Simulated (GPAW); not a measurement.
**ULDA (PW92)/plane waves (scalar-relativistic datasets, plane-wave cutoff 450 eV) run of C2H5B (SMILES BC=C)**

Aim: a structure relaxation of C2H5B. The job is set up through an ASE script.

The results are computed with GPAW 26.7.0.

4 further runs of the same task are left out: 2 for a known fault of the program, 2 set aside as unsound or not needed.

### Step 1. The molecule

The species is C2H5B (8 atoms), meant as a singlet with charge 0. SMILES: `BC=C`. Geometry: embedded from SMILES. The run starts from this shape.

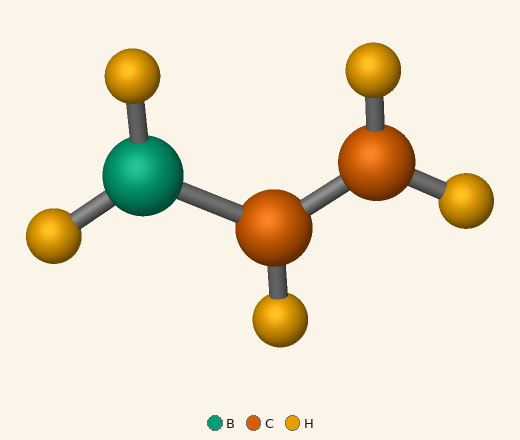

Viewed from a chosen angle; boron teal, carbon orange, hydrogen amber.

### Step 2. A structure relaxation at ULDA (PW92)/plane waves (scalar-relativistic datasets, plane-wave cutoff 450 eV)

Contents of calc.py:

```python
from ase import Atoms
from ase.io import write
from ase.optimize import GPMin
from gpaw import GPAW, PW
from rdkit import Chem
from rdkit.Chem import AllChem

# Structure
rd = Chem.AddHs(Chem.MolFromSmiles('BC=C'))
AllChem.EmbedMolecule(rd, randomSeed=918)
AllChem.UFFOptimizeMolecule(rd)
mol = Atoms([a.GetSymbol() for a in rd.GetAtoms()], positions=rd.GetConformer().GetPositions())
write('start.xyz', mol)
mol.set_cell([8.0, 8.0, 8.0])
mol.center()

# GPAW settings
gpaw_calc = GPAW(mode=PW(450),
                 xc='LDA',
                 spinpol=True,
                 maxiter=80,
                 symmetry='off',
                 txt='-')
mol.calc = gpaw_calc

opt = GPMin(mol, trajectory='gs.traj')
converged = opt.run(fmax=0.05, steps=60)
print('Converged:', converged)
print(f'Final energy: {mol.get_potential_energy():.5f} eV')
write('relaxed.xyz', mol)
```

Started as:

```console
python3 calc.py
```

Output:

```text
__  _  _
 | _ |_)|_||  |
 |__||  | ||/\| - 26.7.0

units:  Angstrom and eV
cores:  1
OpenMP: False

Versions:
  Python: 3.12.14
  ASE:    3.29.0
  Numpy:  2.5.5
  Scipy:  1.18.1
  Libxc:  7.0.0

        _gpaw.cpython-312-aarch64-linux-gnu.so

Input parameters:
  mode=PW(ecut=450.00000000000006),
  maxiter=80,
  spinpol=True,
  symmetry=Symmetry(point_group=False, time_reversal=False),
  xc=XC(name='LDA')

Diagonalizing LCAO Hamiltonian
Converting LCAO to pw mode
      .-------------------.
     /|                   |
    / |                   |
   /  |                   |
  /   |                   |
 *    |                   |
 |    |    H              |
 |    | H C      BH       |
 |    |      C     H      |
 |    |     H             |
 |    .-------------------.
 |   /                   /
 |  /                   /
 | /                   /
 |/                   /
 *-------------------*

Atoms  # Å, Bohr magnetons
|   | symbol |        x |        y |        z |    initial magnetic moments |
|---|--------|----------|----------|----------|-----------------------------|
| 0 |      B | 5.227677 | 4.329533 | 3.923464 | ( 0.0000,  0.0000,  0.0000) |
| 1 |      C | 3.857046 | 3.574459 | 3.996312 | ( 0.0000,  0.0000,  0.0000) |
| 2 |      C | 2.704206 | 4.233005 | 4.132070 | ( 0.0000,  0.0000,  0.0000) |
[... 4 lines of this table left out ...]
| 7 |      H | 1.769884 | 3.683064 | 4.179701 | ( 0.0000,  0.0000,  0.0000) |

Unit cell  # Å
| periodic |        x |        y |        z |  lengths |    angles |
|----------|----------|----------|----------|----------|-----------|
|       no | 8.000000 | 0.000000 | 0.000000 | 8.000000 | 90.000000 |
|       no | 0.000000 | 8.000000 | 0.000000 | 8.000000 | 90.000000 |
|       no | 0.000000 | 0.000000 | 8.000000 | 8.000000 | 90.000000 |

Number of symmetries: 1
Symmetry operations  # r_c * U_cc + t_c -> r_c
|   | kind |            matrix            |
|---|------|------------------------------|
| 0 |  E   |  1, 0, 0,  0, 1, 0,  0, 0, 1 |

BZ-sampling:
  Number of BZ points: 1
  Number of IBZ points: 1

  Monkhorst-Pack size: [1, 1, 1]
  Monkhorst-Pack shift: [0, 0, 0]

K-points  # in reciprocal-cell coordinates
|   |                                coordinates |     weight |
|---|--------------------------------------------|------------|
| 0 | (  0.00000000,   0.00000000,   0.00000000) | 1.00000000 |

Plane wave coefficients: 5534
Cutoff: 450.00000000000006 eV

Spin-components: 2 (collinear spins)
Bands:           14
Projectors:      30
Spin-degeneracy: 1
Datatype:        float64

  Storage: CPU
  Wave functions: 2_479_232 bytes (2_479_232 per core)
  Projectors: 2_656_320 bytes (2_656_320 per core)

Parallelization:
  kpt:    1
  domain: 1
  band:   1

Density:
  Valence electrons: 16.0
  Components: 2
  Grid points: [40 40 40]
  Charge: 0.0  # |e|

Potential:
  Grid points: [40 40 40]

species:
  B:
    name:    Boron
    Z:       5.0
    valence: 3
    core:    2
    charge:  0.0  # [|e|]
    file:    B.LDA.gz
    compensation charges:
      type: gauss
      rc: 0.20  # [Å]
      lmax: 2
    cutoffs:
      filter: 1.14  # [Å]
      core: 1.42  # [Å]
    projectors
    | kind |    occ | energy [eV] | rcut [Å] |
    |------|--------|-------------|----------|
    |   2s |  2.000 |      -9.383 |    0.635 |
    |   2p |  1.000 |      -3.714 |    0.635 |
    |    s |        |      17.828 |    0.635 |
    |    p |        |      23.498 |    0.635 |
    |    d |        |       0.000 |    0.635 |

    Using partial waves for B as LCAO basis

  C:
    name:    Carbon
    Z:       6.0
    valence: 4
    core:    2
    charge:  0.0  # [|e|]
    file:    C.LDA.gz
    compensation charges:
      type: gauss
      rc: 0.20  # [Å]
      lmax: 2
    cutoffs:
      filter: 1.14  # [Å]
      core: 1.14  # [Å]
    projectors
    | kind |    occ | energy [eV] | rcut [Å] |
    |------|--------|-------------|----------|
    |   2s |  2.000 |     -13.639 |    0.635 |
    |   2p |  2.000 |      -5.414 |    0.635 |
    |    s |        |      13.573 |    0.635 |
    |    p |        |      21.797 |    0.635 |
    |    d |        |       0.000 |    0.635 |

    Using partial waves for C as LCAO basis

  H:
    name:    Hydrogen
    Z:       1.0
    valence: 1
    core:    0
    charge:  0.0  # [|e|]
    file:    H.LDA.gz
    compensation charges:
      type: gauss
      rc: 0.15  # [Å]
      lmax: 2
    cutoffs:
      filter: 0.85  # [Å]
      core: 0.53  # [Å]
    projectors
    | kind |    occ | energy [eV] | rcut [Å] |
    |------|--------|-------------|----------|
    |   1s |  1.000 |      -6.353 |    0.476 |
    |    s |        |      20.858 |    0.476 |
    |    p |        |       0.000 |    0.476 |

    Using partial waves for H as LCAO basis

Reference energy: -2760.864151  # eV

eigensolver:
  PPCG
  Converge bands: occupied
  niter=2

density mixing:
  MSR1-Mixer
  Pratt-step length: 0.05
  Maximum mixing coefficient: 0.75
  Old densities: 10
  SVD Regularization: 0.005
  Good broyden scale: 1.0
  Trust region scale: 1.0
  Backstep threshold: 4.0
  History deletion threshold: 6.0
  Fourier metric: weight=20.0, sigma=0.015

occupation numbers:
  # Zero width

poisson solver:
  ecut: 3600.0000000000005  # eV

xc functional:
  name: None

Initialization done in: 0.633 s

convergence criteria:
- Maximum [total energy] change in last 3 cyles: 0.0005 eV / valence electron
- Maximum integral of absolute [dens]ity change: 0.0001 electrons / valence electron
- Maximum integral of absolute [eigenst]ate change: 4e-08 eV^2 / valence electron
maximum number of iterations: 80

[... 9 lines left out ...]
Converged in 10 steps
[... 12 lines left out ...]
  Free energy:     -42.957208
[... 2 lines left out ...]
dipole moment: (-0.284214, -0.053624, 0.020167)  # |e|*Ang
[... 75 lines left out ...]
convergence criteria:
- Maximum [total energy] change in last 3 cyles: 0.0005 eV / valence electron
[... 13 lines left out ...]
Converged in 10 steps
[... 12 lines left out ...]
  Free energy:     -34.861887
[... 2 lines left out ...]
dipole moment: (-0.801284, -0.107251, 0.060147)  # |e|*Ang
[... 73 lines left out ...]
convergence criteria:
- Maximum [total energy] change in last 3 cyles: 0.0005 eV / valence electron
[... 13 lines left out ...]
Converged in 10 steps
[... 12 lines left out ...]
  Free energy:     -41.195073
[... 2 lines left out ...]
dipole moment: (-0.334552, -0.122458, 0.019516)  # |e|*Ang
[... 73 lines left out ...]
convergence criteria:
- Maximum [total energy] change in last 3 cyles: 0.0005 eV / valence electron
[... 13 lines left out ...]
Converged in 9 steps
[... 12 lines left out ...]
  Free energy:     -42.865217
[... 2 lines left out ...]
dipole moment: (-0.396933, -0.074949, 0.028011)  # |e|*Ang
[... 73 lines left out ...]
convergence criteria:
- Maximum [total energy] change in last 3 cyles: 0.0005 eV / valence electron
[... 13 lines left out ...]
Converged in 10 steps
[... 12 lines left out ...]
  Free energy:     -38.147501
[... 2 lines left out ...]
dipole moment: (-0.285497, -0.069575, 0.020749)  # |e|*Ang
[... 15 lines left out ...]
  Free energy:     -43.017319
[... 2 lines left out ...]
dipole moment: (-0.326613, -0.062183, 0.023055)  # |e|*Ang
[... 74 lines left out ...]
convergence criteria:
- Maximum [total energy] change in last 3 cyles: 0.0005 eV / valence electron
[... 15 lines left out ...]
Converged in 7 steps
[... 12 lines left out ...]
  Free energy:     -43.019326
[... 2 lines left out ...]
dipole moment: (-0.325153, -0.063615, 0.023216)  # |e|*Ang
[... 74 lines left out ...]
convergence criteria:
- Maximum [total energy] change in last 3 cyles: 0.0005 eV / valence electron
[... 15 lines left out ...]
Converged in 7 steps
[... 12 lines left out ...]
  Free energy:     -43.020312
[... 2 lines left out ...]
dipole moment: (-0.325390, -0.064892, 0.023398)  # |e|*Ang
[... 74 lines left out ...]
convergence criteria:
- Maximum [total energy] change in last 3 cyles: 0.0005 eV / valence electron
[... 15 lines left out ...]
Converged in 7 steps
[... 12 lines left out ...]
  Free energy:     -43.021039
[... 2 lines left out ...]
dipole moment: (-0.324530, -0.065180, 0.023407)  # |e|*Ang
[... 65 lines left out ...]
Unit cell  # Å
| periodic |        x |        y |        z |  lengths |    angles |
|----------|----------|----------|----------|----------|-----------|
|       no | 8.000000 | 0.000000 | 0.000000 | 8.000000 | 90.000000 |
|       no | 0.000000 | 8.000000 | 0.000000 | 8.000000 | 90.000000 |
|       no | 0.000000 | 0.000000 | 8.000000 | 8.000000 | 90.000000 |

Initialization done in: 0.325 s

convergence criteria:
- Maximum [total energy] change in last 3 cyles: 0.0005 eV / valence electron
- Maximum integral of absolute [dens]ity change: 0.0001 electrons / valence electron
- Maximum integral of absolute [eigenst]ate change: 4e-08 eV^2 / valence electron
maximum number of iterations: 80

SCF iterations
|iter     |     time |      energy | eigst |  dens |  magmom |
|---------|----------|-------------|-------|-------|---------|
|iter:   1| 00:01:26 |  -43.023117c| -2.74 |       |  +0.0000|
|iter:   2| 00:01:27 |  -43.023047c| -4.46 | -2.44 |  +0.0000|
|iter:   3| 00:01:27 |  -43.022606c| -4.74 | -2.48 |  +0.0000|
|iter:   4| 00:01:28 |  -43.022475c| -4.82 | -2.74 |  +0.0000|
|iter:   5| 00:01:28 |  -43.022464c| -5.76 | -3.21 |  +0.0000|
|iter:   6| 00:01:29 |  -43.022464c| -6.94 | -3.60 |  +0.0000|
|iter:   7| 00:01:29 |  -43.022464c| -7.44c| -4.33c|  +0.0000|

Converged in 7 steps
SCF loop duration: 3.125 s (0.446 s/step)
Energy contributions relative to reference atoms: (reference = -2760.864151)

Energy contributions:
  Kinetic:          41.928099
  Coulomb:         -46.043863
  Zero:              0.010988
  External:          0.000000
  Xc:              -38.917687
  Entropy:           0.000000
  Spinorbit:         0.000000
  ----------------------------
  Free energy:     -43.022464
  Extrapolated:    -43.022464

dipole moment: (-0.323131, -0.066238, 0.023462)  # |e|*Ang

Total magnetic moment: (0.000000, 0.000000, 0.000000)

Local magnetic moments
|        x |        y |        z |
|----------|----------|----------|
| 0.000000 | 0.000000 | 0.000000 |  # B    0
| 0.000000 | 0.000000 | 0.000000 |  # C    1
| 0.000000 | 0.000000 | 0.000000 |  # C    2
[... 4 lines of this table left out ...]
| 0.000000 | 0.000000 | 0.000000 |  # H    7

Fermi level: -4.859
Eigenvalues  # (at kpt = [0.000, 0.000, 0.000])
| band index |      eig [eV] | occ [0-1] |      eig [eV] | occ [0-1] |
|------------|---------------|-----------|---------------|-----------|
|          0 |       -18.461 |     1.000 |       -18.461 |     1.000 |
|          1 |       -13.792 |     1.000 |       -13.792 |     1.000 |
|          2 |       -11.677 |     1.000 |       -11.677 |     1.000 |
[... 10 lines of this table left out ...]
|         13 |         1.690 |     0.000 |         1.690 |     0.000 |

Gap: 4.338 eV
Transition (v -> c):
  (s=0, k=0, n=7, [0.00, 0.00, 0.00]) -> (s=0, k=0, n=8, [0.00, 0.00, 0.00])
No difference between direct/indirect transitions
vacuum-level: 0.694  # V

Forces  # eV/Ang
|        x |        y |        z |
|----------|----------|----------|
|  0.01210 | -0.04905 | -0.00992 |  # B    0
| -0.02108 | -0.00759 |  0.00778 |  # C    1
|  0.03083 | -0.00958 | -0.00833 |  # C    2
[... 4 lines of this table left out ...]
| -0.00848 |  0.02102 |  0.00881 |  # H    7

Force computation time: 0.309  # s
GPMin:    9 hh:mm:ss      -43.022464        0.054874
      .-------------------.
     /|                   |
    / |                   |
   /  |                   |
  /   |                   |
 *    |                   |
 |    |    H              |
 |    | H C      B        |
 |    |      C     H      |
 |    |     H             |
 |    .-------------------.
 |   /                   /
 |  /                   /
 | /                   /
 |/                   /
 *-------------------*

Atoms  # Å, Bohr magnetons
|   | symbol |        x |        y |        z |    initial magnetic moments |
|---|--------|----------|----------|----------|-----------------------------|
| 0 |      B | 5.205293 | 4.307139 | 3.920150 | ( 0.0000,  0.0000,  0.0000) |
| 1 |      C | 3.886087 | 3.556595 | 3.991515 | ( 0.0000,  0.0000,  0.0000) |
| 2 |      C | 2.732855 | 4.224601 | 4.133092 | ( 0.0000,  0.0000,  0.0000) |
[... 4 lines of this table left out ...]
| 7 |      H | 1.757143 | 3.727734 | 4.190945 | ( 0.0000,  0.0000,  0.0000) |

Unit cell  # Å
| periodic |        x |        y |        z |  lengths |    angles |
|----------|----------|----------|----------|----------|-----------|
|       no | 8.000000 | 0.000000 | 0.000000 | 8.000000 | 90.000000 |
|       no | 0.000000 | 8.000000 | 0.000000 | 8.000000 | 90.000000 |
|       no | 0.000000 | 0.000000 | 8.000000 | 8.000000 | 90.000000 |

Initialization done in: 0.326 s

convergence criteria:
- Maximum [total energy] change in last 3 cyles: 0.0005 eV / valence electron
- Maximum integral of absolute [dens]ity change: 0.0001 electrons / valence electron
- Maximum integral of absolute [eigenst]ate change: 4e-08 eV^2 / valence electron
maximum number of iterations: 80

SCF iterations
|iter     |     time |      energy | eigst |  dens |  magmom |
|---------|----------|-------------|-------|-------|---------|
|iter:   1| 00:01:30 |  -43.022638c| -4.21 |       |  +0.0000|
|iter:   2| 00:01:30 |  -43.022635c| -5.92 | -3.18 |  +0.0000|
|iter:   3| 00:01:31 |  -43.022616c| -5.67 | -3.21 |  +0.0000|
|iter:   4| 00:01:31 |  -43.022615c| -6.98 | -3.70 |  +0.0000|
|iter:   5| 00:01:32 |  -43.022615c| -7.79c| -4.11c|  +0.0000|

Converged in 5 steps
SCF loop duration: 2.227 s (0.445 s/step)
Energy contributions relative to reference atoms: (reference = -2760.864151)

Energy contributions:
  Kinetic:          41.948128
  Coulomb:         -46.059905
  Zero:              0.010999
  External:          0.000000
  Xc:              -38.921836
  Entropy:           0.000000
  Spinorbit:         0.000000
  ----------------------------
  Free energy:     -43.022615
  Extrapolated:    -43.022615

dipole moment: (-0.322593, -0.067062, 0.023414)  # |e|*Ang

Total magnetic moment: (0.000000, 0.000000, 0.000000)

Local magnetic moments
|        x |        y |        z |
|----------|----------|----------|
| 0.000000 | 0.000000 | 0.000000 |  # B    0
| 0.000000 | 0.000000 | 0.000000 |  # C    1
| 0.000000 | 0.000000 | 0.000000 |  # C    2
[... 4 lines of this table left out ...]
| 0.000000 | 0.000000 | 0.000000 |  # H    7

Fermi level: -4.859
Eigenvalues  # (at kpt = [0.000, 0.000, 0.000])
| band index |      eig [eV] | occ [0-1] |      eig [eV] | occ [0-1] |
|------------|---------------|-----------|---------------|-----------|
|          0 |       -18.465 |     1.000 |       -18.465 |     1.000 |
|          1 |       -13.788 |     1.000 |       -13.788 |     1.000 |
|          2 |       -11.680 |     1.000 |       -11.680 |     1.000 |
[... 10 lines of this table left out ...]
|         13 |         1.690 |     0.000 |         1.690 |     0.000 |

Gap: 4.342 eV
Transition (v -> c):
  (s=0, k=0, n=7, [0.00, 0.00, 0.00]) -> (s=0, k=0, n=8, [0.00, 0.00, 0.00])
No difference between direct/indirect transitions
vacuum-level: 0.694  # V

Forces  # eV/Ang
|        x |        y |        z |
|----------|----------|----------|
| -0.00580 | -0.00068 | -0.00490 |  # B    0
|  0.00274 | -0.01971 |  0.00417 |  # C    1
|  0.00967 |  0.00074 | -0.00574 |  # C    2
[... 4 lines of this table left out ...]
| -0.00170 |  0.02566 |  0.00844 |  # H    7

Force computation time: 0.289  # s
GPMin:   10 hh:mm:ss      -43.022615        0.027071
Converged: True
Final energy: -43.02261 eV
```

Run time: 94 s. Hardware: 1 thread of Arm Neoverse V1, shared host; peak memory 0.32 GiB.

Step by step:

```
step  energy from the first frame kept (eV)  largest force (eV/Å)
   0                                 0.0000                1.7964
   1                                -0.0180                1.1028
   2                                -0.0549                0.1496
   3                                -0.0578                0.0974
   4                                -0.0584                0.0771
   5                                -0.0601                0.1360
   6                                -0.0621                0.1075
   7                                -0.0631                0.0951
   8                                -0.0638                0.0950
   9                                -0.0653                0.0549
  10                                -0.0654                0.0271
```

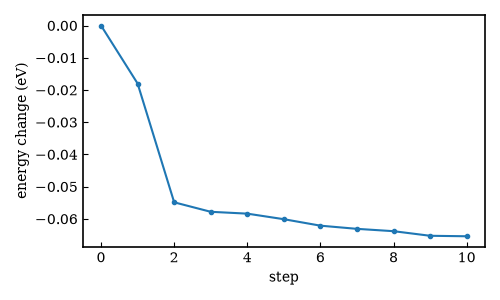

Energy along the run.

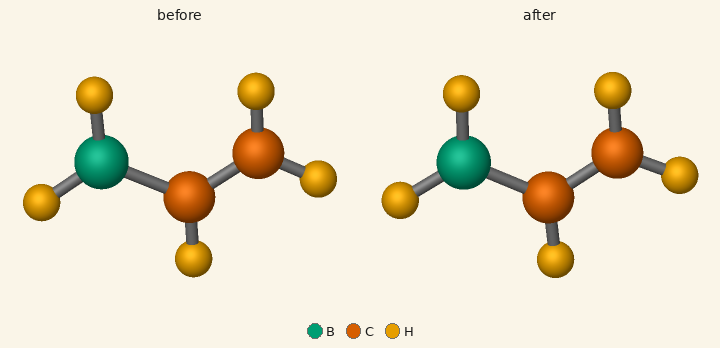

Before and after, at one scale.

After the run. Bond lengths: B1–C2 1.519 Å, C2–C3 1.340 Å, B1–H4 1.204 Å, B1–H5 1.207 Å, C2–H6 1.100 Å, C3–H7 1.099 Å, C3–H8 1.096 Å. Angles: B1–C2–C3 120.4°, B1–C2–H6 122.0°, C3–C2–H6 117.6°, C2–B1–H4 122.4°, C2–B1–H5 117.6°, C2–C3–H7 119.8°, C2–C3–H8 123.1°, H4–B1–H5 119.9°, H7–C3–H8 117.1°.

### Step 3. Summary of results

Level: ULDA (PW92)/plane waves (scalar-relativistic datasets, plane-wave cutoff 450 eV).

```
                                              quantity        value
energy as printed (from the program's reference atoms)  -43.0226 eV
                                         dipole moment       1.59 D
                   HOMO energy (from the vacuum level)     -7.72 eV
                   LUMO energy (from the vacuum level)     -3.38 eV
                                         HOMO–LUMO gap      4.34 eV
```

What this shows: At the final geometry: Bond lengths: B1–C2 1.519 Å, C2–C3 1.340 Å, B1–H4 1.204 Å, B1–H5 1.207 Å, C2–H6 1.100 Å, C3–H7 1.099 Å, C3–H8 1.096 Å. Angles: B1–C2–C3 120.4°, B1–C2–H6 122.0°, C3–C2–H6 117.6°, C2–B1–H4 122.4°, C2–B1–H5 117.6°, C2–C3–H7 119.8°, C2–C3–H8 123.1°, H4–B1–H5 119.9°, H7–C3–H8 117.1°. The optimisation took 10 steps and changed the energy by -0.065 eV.
